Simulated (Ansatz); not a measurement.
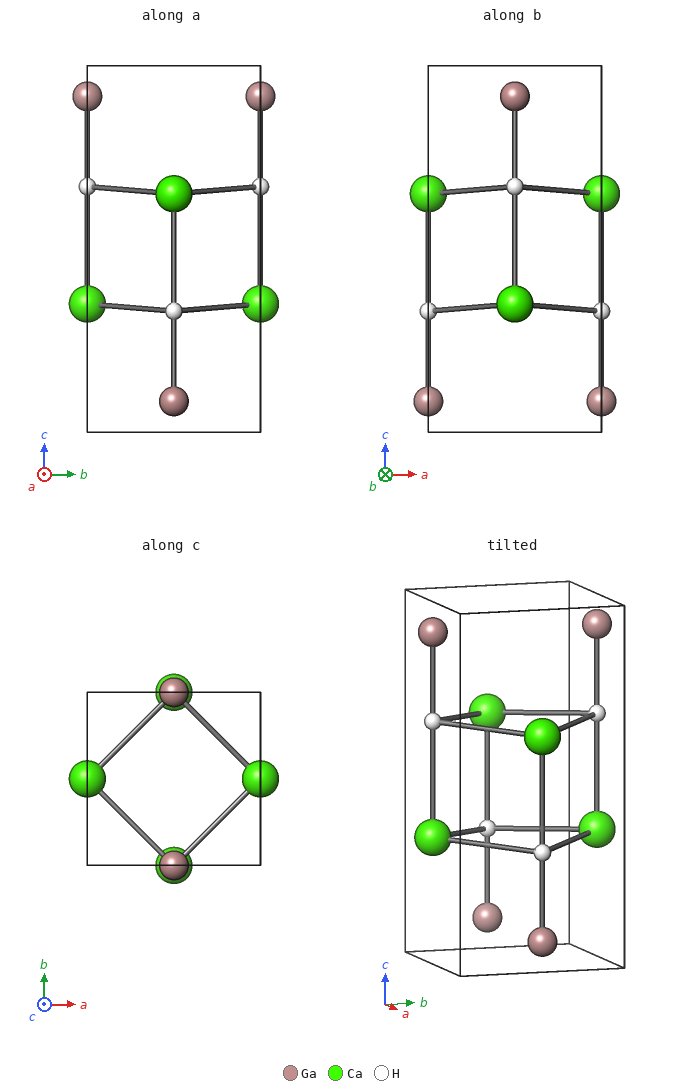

The image is a ball-and-stick drawing of a crystal, viewed along the a axis, along the b axis, along the c axis and slightly off an axis. The frame is the conventional unit cell; atoms at its boundary are shown with their periodic copies.

Lattice parameters: a = 3.4782 Å, b = 3.4782 Å, c = 7.3636 Å, α = 90.000°, β = 90.000°, γ = 90.000°.

Q: Give the structure in the form of a CIF in P1 with every atom of the cell, with free fractional coordinates to two decimals.

A:
```cif
data_structure
_symmetry_space_group_name_H-M 'P 1'
_symmetry_Int_Tables_number 1
_cell_length_a 3.4782
_cell_length_b 3.4782
_cell_length_c 7.3636
_cell_angle_alpha 90.000
_cell_angle_beta 90.000
_cell_angle_gamma 90.000
_cell_volume 89.08
loop_
_atom_site_label
_atom_site_type_symbol
_atom_site_fract_x
_atom_site_fract_y
_atom_site_fract_z
_atom_site_occupancy
Ga1 Ga 0.00 0.50 0.08 1
Ga2 Ga 0.50 0.00 0.92 1
Ca1 Ca 0.00 0.50 0.65 1
Ca2 Ca 0.50 0.00 0.35 1
H1 H 0.00 0.50 0.33 1
H2 H 0.50 0.00 0.67 1
```

Note that this is a generated cell, made by putting these elements into a known structure type (the compound may or may not exist in this form), and that it hasn't been relaxed. Ansatz was used for an electronic-structure calculation on it.

At this level of theory the cell isn't at rest (compressed, at 9 GPa and forces up to 1.5 eV/Å), so its distances can differ from those at equilibrium, the more so the softer the solid.
